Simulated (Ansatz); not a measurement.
# Geometry relaxation, with input and output: WH₂OF₆ (part 1 of 2)

WH₂OF₆, computed with RKS PBE0-D4/def2-SVP (Ansatz 0.2.0).

It belongs to a series of runs on one base structure; here: end point B relaxed. Figures and captions count atoms from 1; the log counts them from 0 in places.

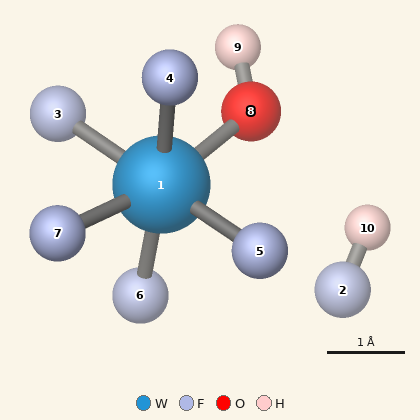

Figure 1. The starting structure (ball-and-stick view, seen at a tilt; atoms are numbered from 1 in the order of the input). Sticks mark near contacts. Bond lengths as drawn: F–H 0.92 Å, F–W 1.83 to 1.86 Å, H–O 0.97 Å and O–W 1.91 Å.

### The input
```yaml
crystal:
  periodic: [false, false, false]
  atoms:
    - { symbol: W, position_ang: [0.299962, 0.262822, -0.283836] }
    - { symbol: F, position_ang: [-0.28245, -0.283937, 2.669029] }
    - { symbol: F, position_ang: [1.942841, -0.000763, -1.117215] }
    - { symbol: F, position_ang: [0.180977, 1.91367, -1.124127] }
    - { symbol: F, position_ang: [-1.359094, 0.582415, 0.431781] }
    - { symbol: F, position_ang: [0.353279, -1.453864, 0.368442] }
    - { symbol: F, position_ang: [-0.421195, -0.419468, -1.841655] }
    - { symbol: O, position_ang: [1.326846, 1.075726, 1.099759] }
    - { symbol: H, position_ang: [2.206272, 1.470162, 1.022848] }
    - { symbol: H, position_ang: [0.304463, 0.380937, 2.927673] }
basis:
  gaussian: { orbitals: def2-SVP }
hamiltonian:
  xc: pbe0
  dispersion: d4
relax:
  f_tol: 0.03
  max_steps: 50
output:
  orbitals: {}
```

Machine: 4 threads of Arm Neoverse V1, 24 GiB of memory available, shared host.

Launch command:
```bash
ansatz run input.yaml --threads 4 --pin off --max-ram 5120MiB --backend cpu --events-out ev --progress --plain --runs-dir out
```

### Output
```
The last accepted step is kept in [file] (removed where the run ends without a failure and the disk answers)
Engine: ansatz 0.2.0, aarch64-unknown-linux-gnu
Functional definition: PBE0
  parameter a = 0.25
  parameter kappa = 0.804
  parameter beta = 0.06672455060314922
  exchange = (1 - a)*pbe_x(kappa = kappa, mu = beta*pi^2/3) + a*exact_x
  correlation = pbe_c(beta = beta)
1441 factors; integrals over basis functions are off by at most 3.0e-4 eV
mean field evaluation 1: about -20165.4748 eV, gradient 9.5e1 eV
mean field evaluation 2: about -20026.1104 eV, gradient 2.8e2 eV
mean field evaluation 4: about -20180.4745 eV, gradient 1.9e1 eV
mean field evaluation 8: about -20181.0640 eV, gradient 7.0e-1 eV
mean field evaluation 16: about -20181.1879 eV, gradient 1.1e-3 eV
mean field -20181.18785112 eV, -741.6449742281 hartree, gradient 1.4e-5 eV, S^2 0.000000; 0 other end points of the search recorded, 0 dependent functions left out
the calculation of the forces begins
reference -20181.18790680 eV, -741.6449762743 hartree; 39, 39 occupied and 101, 101 virtual orbitals, 1441 factors
relax step   1: F+E_penalty+E_count = -20181.37899616 eV  Δ(F+E_penalty+E_count) = +0.000e0 eV  max|allowed force component| = 7.139e-1 eV/Å  Δτ_max = 0.0000 Å  (33 SCF iters, accepted)
these checks for a lower state are left out or cut short: starts, cluster_reference, orbital_swaps, neighbouring_geometries, increment
1441 factors; integrals over basis functions are off by at most 3.4e-4 eV
mean field -20181.21973331 eV, -741.6461458770 hartree, gradient 1.1e-5 eV, S^2 0.000000; 0 other end points of the search recorded, 0 dependent functions left out
the calculation of the forces begins
reference -20181.21978870 eV, -741.6461479128 hartree; 39, 39 occupied and 101, 101 virtual orbitals, 1441 factors
relax step   2: F+E_penalty+E_count = -20181.40952193 eV  Δ(F+E_penalty+E_count) = -3.053e-2 eV  max|allowed force component| = 1.321e0 eV/Å  Δτ_max = 0.1947 Å  (32 SCF iters, accepted)
these checks for a lower state are left out or cut short: starts, cluster_reference, orbital_swaps, neighbouring_geometries, increment
1441 factors; integrals over basis functions are off by at most 3.0e-4 eV
mean field evaluation 32: about -20181.2595 eV, gradient 1.2e-3 eV
mean field -20181.25953913 eV, -741.6476087139 hartree, gradient 1.2e-5 eV, S^2 0.000000; 0 other end points of the search recorded, 0 dependent functions left out
the calculation of the forces begins
reference -20181.25959433 eV, -741.6476107425 hartree; 39, 39 occupied and 101, 101 virtual orbitals, 1441 factors
relax step   3: F+E_penalty+E_count = -20181.44805848 eV  Δ(F+E_penalty+E_count) = -3.854e-2 eV  max|allowed force component| = 1.064e0 eV/Å  Δτ_max = 0.1486 Å  (34 SCF iters, accepted)
these checks for a lower state are left out or cut short: starts, cluster_reference, orbital_swaps, neighbouring_geometries, increment
1441 factors; integrals over basis functions are off by at most 2.6e-4 eV
mean field -20181.28496463 eV, -741.6485430838 hartree, gradient 2.1e-5 eV, S^2 0.000000; 0 other end points of the search recorded, 0 dependent functions left out
the calculation of the forces begins
reference -20181.28501961 eV, -741.6485451042 hartree; 39, 39 occupied and 101, 101 virtual orbitals, 1441 factors
relax step   4: F+E_penalty+E_count = -20181.47344696 eV  Δ(F+E_penalty+E_count) = -2.539e-2 eV  max|allowed force component| = 5.526e-1 eV/Å  Δτ_max = 0.0560 Å  (33 SCF iters, accepted)
these checks for a lower state are left out or cut short: starts, cluster_reference, orbital_swaps, neighbouring_geometries, increment
1441 factors; integrals over basis functions are off by at most 2.4e-4 eV
mean field -20181.30029773 eV, -741.6491065649 hartree, gradient 1.6e-5 eV, S^2 0.000000; 0 other end points of the search recorded, 0 dependent functions left out
the calculation of the forces begins
reference -20181.30035264 eV, -741.6491085829 hartree; 39, 39 occupied and 101, 101 virtual orbitals, 1441 factors
relax step   5: F+E_penalty+E_count = -20181.48702023 eV  Δ(F+E_penalty+E_count) = -1.357e-2 eV  max|allowed force component| = 8.395e-1 eV/Å  Δτ_max = 0.1732 Å  (33 SCF iters, accepted)
these checks for a lower state are left out or cut short: starts, cluster_reference, orbital_swaps, neighbouring_geometries, increment
1441 factors; integrals over basis functions are off by at most 2.5e-4 eV
mean field -20181.31294727 eV, -741.6495714269 hartree, gradient 1.2e-5 eV, S^2 0.000000; 0 other end points of the search recorded, 0 dependent functions left out
the calculation of the forces begins
reference -20181.31300222 eV, -741.6495734464 hartree; 39, 39 occupied and 101, 101 virtual orbitals, 1441 factors
relax step   6: F+E_penalty+E_count = -20181.49894675 eV  Δ(F+E_penalty+E_count) = -1.193e-2 eV  max|allowed force component| = 8.659e-2 eV/Å  Δτ_max = 0.1010 Å  (33 SCF iters, accepted)
these checks for a lower state are left out or cut short: starts, cluster_reference, orbital_swaps, neighbouring_geometries, increment
1441 factors; integrals over basis functions are off by at most 2.7e-4 eV
mean field -20181.31652641 eV, -741.6497029580 hartree, gradient 1.4e-5 eV, S^2 0.000000; 0 other end points of the search recorded, 0 dependent functions left out
the calculation of the forces begins
reference -20181.31658141 eV, -741.6497049792 hartree; 39, 39 occupied and 101, 101 virtual orbitals, 1441 factors
relax step   7: F+E_penalty+E_count = -20181.50295430 eV  Δ(F+E_penalty+E_count) = -4.008e-3 eV  max|allowed force component| = 6.413e-2 eV/Å  Δτ_max = 0.0622 Å  (35 SCF iters, accepted)
these checks for a lower state are left out or cut short: starts, cluster_reference, orbital_swaps, neighbouring_geometries, increment
1441 factors; integrals over basis functions are off by at most 2.7e-4 eV
mean field evaluation 64: about -20181.1588 eV, gradient 5.5e0 eV
mean field -20181.31795293 eV, -741.6497553816 hartree, gradient 2.7e-5 eV, S^2 0.000000; 0 other end points of the search recorded, 0 dependent functions left out
the calculation of the forces begins
reference -20181.31800794 eV, -741.6497574030 hartree; 39, 39 occupied and 101, 101 virtual orbitals, 1441 factors
relax step   8: F+E_penalty+E_count = -20181.50420080 eV  Δ(F+E_penalty+E_count) = -1.247e-3 eV  max|allowed force component| = 1.288e-1 eV/Å  Δτ_max = 0.0429 Å  (34 SCF iters, accepted)
these checks for a lower state are left out or cut short: starts, cluster_reference, orbital_swaps, neighbouring_geometries, increment
1441 factors; integrals over basis functions are off by at most 2.7e-4 eV
mean field -20181.31847285 eV, -741.6497744884 hartree, gradient 1.2e-5 eV, S^2 0.000000; 0 other end points of the search recorded, 0 dependent functions left out
the calculation of the forces begins
reference -20181.31852787 eV, -741.6497765102 hartree; 39, 39 occupied and 101, 101 virtual orbitals, 1441 factors
relax step   9: F+E_penalty+E_count = -20181.50471562 eV  Δ(F+E_penalty+E_count) = -5.148e-4 eV  max|allowed force component| = 2.577e-2 eV/Å  Δτ_max = 0.0077 Å  (36 SCF iters, accepted)
1441 factors; integrals over basis functions are off by at most 2.7e-4 eV
mean field evaluation 96: about -20181.3185 eV, gradient 5.4e-4 eV
```

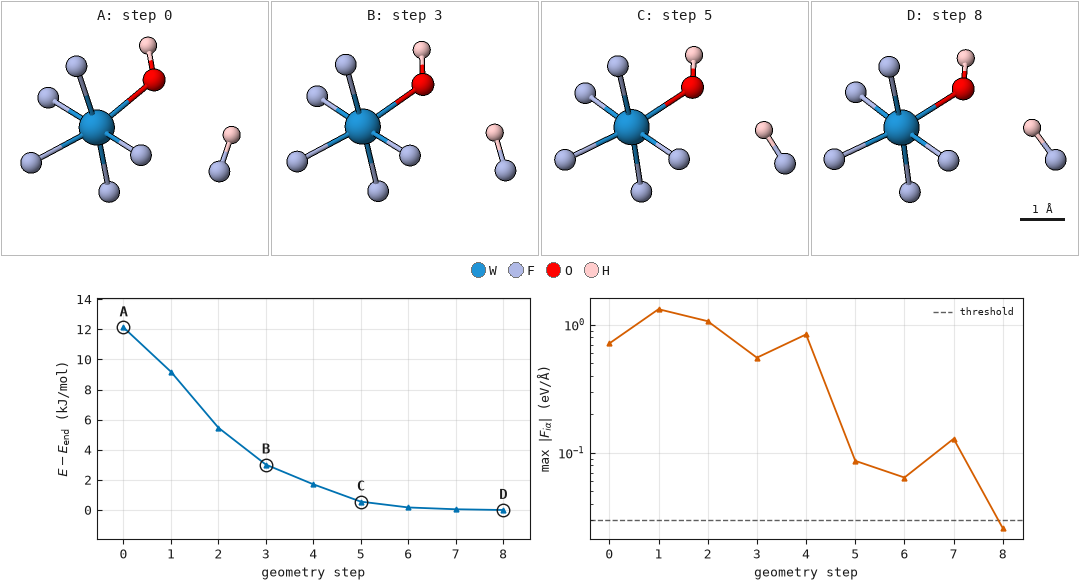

Figure 2. Frames of the relaxation (ball-and-stick view, seen at a tilt) above the curves, on which the letters mark them (the first geometry is step 0 here and step 1 in the log).

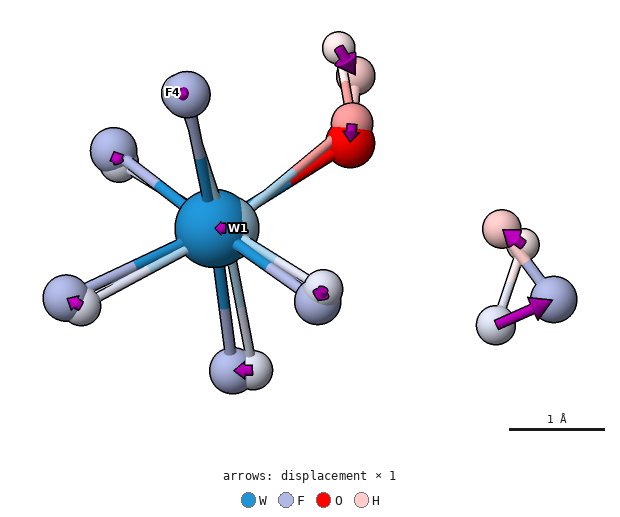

Figure 3. Start (faint) and end (solid) with the displacements as pink arrows, at true length (ball-and-stick view, seen at a tilt). The two geometries are laid on each other by the best rigid fit. The atom that moves furthest after the best rigid fit is F2 (0.67 Å). Largest moves by element: F 0.67 Å, H 0.36 Å, O 0.21 Å, W 0.12 Å. Among the contacts that change: W1–O8 1.905 → 1.874 Å, W1–F3 1.861 → 1.854 Å, W1–F6 1.837 → 1.842 Å. Among the angles that change: W1–O8–H9 127.3° → 133.7°, F5–W1–O8 97.5° → 92.5°, F7–W1–O8 168.7° → 172.2°. Over 8 geometry steps the energy falls by 12.1 kJ/mol. Largest force component: 0.71 eV/Å at the start, 0.026 eV/Å at the end. (Atoms are counted from 1 in the order of the input.)

```
mean field -20181.31847285 eV, -741.6497744884 hartree, gradient 1.2e-5 eV, S^2 0.000000; 1 other end points of the search recorded, 0 dependent functions left out
the calculation of the forces begins
reference -20181.31852787 eV, -741.6497765102 hartree; 39, 39 occupied and 101, 101 virtual orbitals, 1441 factors
Total energy: -20181.50477064 eV, -741.6566208057 hartree
Atom 0 at     0.308289     0.247713    -0.406896 Å, force    -0.002161     0.011858    -0.025772 eV/Å
Atom 1 at    -0.216665     0.040962     3.241191 Å, force     0.022104     0.021420    -0.023250 eV/Å
Atom 2 at     1.984522     0.118360    -1.189223 Å, force    -0.003918     0.003255     0.003924 eV/Å
Atom 3 at     0.101457     1.957455    -1.079358 Å, force     0.001301    -0.007067     0.002148 eV/Å
Atom 4 at    -1.327322     0.411992     0.409130 Å, force     0.006305    -0.001797     0.002261 eV/Å
Atom 5 at     0.391435    -1.502783     0.160201 Å, force     0.000844    -0.002642     0.001162 eV/Å
Atom 6 at    -0.369465    -0.358679    -2.010675 Å, force    -0.001744    -0.003156     0.005243 eV/Å
Atom 7 at     1.216653     0.896249     1.098674 Å, force    -0.007489     0.002713     0.007797 eV/Å
Atom 8 at     2.121636     1.197018     1.253937 Å, force     0.007930    -0.003949     0.001447 eV/Å
Atom 9 at     0.341360     0.519412     2.675719 Å, force    -0.023171    -0.020635     0.025040 eV/Å
Dipole moment:     0.614602     0.364114    -0.008010 e Å
```
